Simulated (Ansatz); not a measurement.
In doubt: masses and optical values from hybrid runs of this build are listed as unsure (in some of the runs), which bears on the screening that GW takes from such a start.

Two G0W0 runs on BaNaLaWO6 (F-43m).

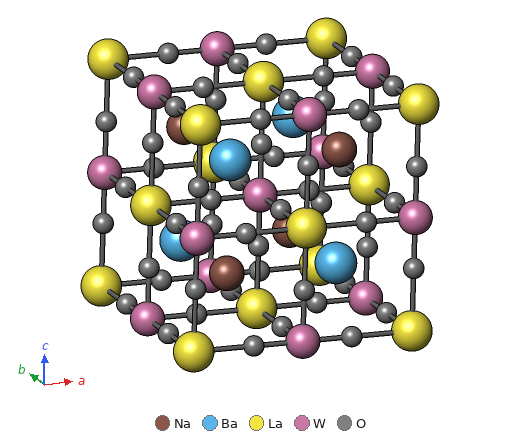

The structure (sodium brown, barium blue, lanthanum yellow, tungsten pink, oxygen grey). Some periodic images of atoms are drawn too.

It takes space group F-43m (No. 216, cubic). Conventional cell: a = 8.647 Å, b = 8.647 Å, c = 8.647 Å, α = 90.00°, β = 90.00°, γ = 90.00°. Nearest to Na lie 12 O at 3.07 Å. Nearest to Ba lie 12 O at 3.07 Å. Nearest to La lie 6 O at 2.38 Å. Nearest to W lie 6 O at 1.94 Å. Nearest to O lie 1 W at 1.94 Å and 1 La at 2.38 Å and 2 Ba at 3.07 Å and 2 Na at 3.07 Å. Farther neighbours and most contacts between anions are not listed.

```xyz
10
Lattice="0.0000 4.3237 4.3237 4.3237 0.0000 4.3237 4.3237 4.3237 0.0000" Properties=species:S:1:pos:R:3 pbc="T T T"
Na    6.4856    6.4856    6.4856
Ba    2.1619    2.1619    2.1619
La    0.0000    0.0000    0.0000
W     4.3237    4.3237    4.3237
O     2.3825    4.3237    4.3237
O     6.2650    4.3237    4.3237
O     4.3237    4.3237    6.2650
O     4.3237    4.3237    2.3825
O     4.3237    2.3825    4.3237
O     4.3237    6.2650    4.3237
```

The cell is the Materials Project's (PBE, PBE+U or r2SCAN) relaxed one; the ions were relaxed with PBE or PBE+U in the database cell. Spin-orbit coupling is left out unless a run names it.

The first (Ansatz 0.2.0; start HSE06, 4×4×4 mesh, 886 empty bands, screening to 180 eV, PAW set soft_1 files; 1 × NVIDIA H100 80GB HBM3 (shared by 6 runs) with 2 threads of AMD EPYC 7R13 (Zen 3), shared host) gave, on its mesh: starting gap 3.83 eV, G0W0 gap 4.28 eV, RPA ε∞ (mean) 3.49, 2.9 min.

The second gave: starting gap 2.39 eV, G0W0 gap 3.85 eV, RPA ε∞ (mean) 4.52, 76 s.

**Question.** What was changed in the input? Choose among start, files, mesh, bands and cutoff, frequency model or another key.

Changed: start from HSE06 to LDA. A jump of this size in the start, with ε∞ moving the other way, marks another functional. Other changes could give like numbers; this is the one that was made.

Limits: not at the basis limit; f levels unsure; no spin-orbit coupling.

[Paths, hosts, dates, memory and timing lines, banners, echoed tables and standing remarks are left out of the program output.]

[Logs are printed without paths, hosts, clocks, repeated set-up lines and the standing remarks that a program may print on its own settings, such as how far it seeks lower states.]

[Runs of the session that timed out or met a known fault of the program may be left out.]

[Cells called generated may have been cut or substituted from an entry of the Crystallography Open Database or the Materials Project.]

[Hosts, paths, dates, database ids (printed as entryN), source tags and the programs' standing remarks are cut or masked in the printed files.]
